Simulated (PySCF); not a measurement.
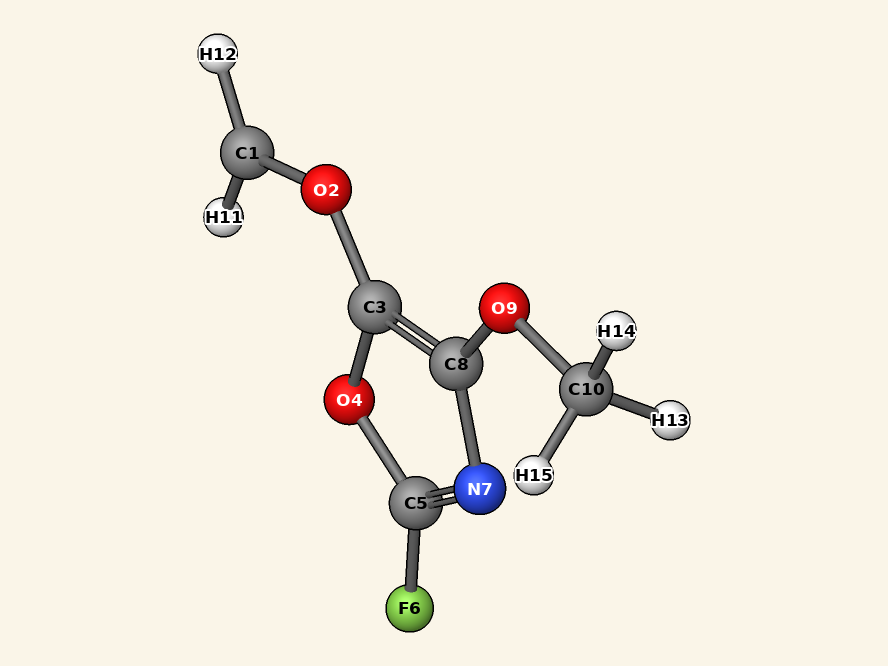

The questions are on Mulliken spin populations. The species is neutral and a spin doublet. Computed geometry: GFN2-xTB optimisation. No frequency run is at hand to confirm it as a minimum. Level of theory: UKS B3LYP, pcH-1 on C F H N O, non-relativistic (PySCF 2.14.0).

List the Mulliken spin populations.

```tsv
atom	value (e)
C1	0.91
O2	0.09
C3	−0.07
O4	0.00
C5	0.07
F6	0.00
N7	−0.03
C8	0.09
O9	0.01
C10	0.00
H11	−0.04
H12	−0.04
H13	0.00
H14	0.00
H15	0.00
```

Mulliken values depend strongly on the basis set.
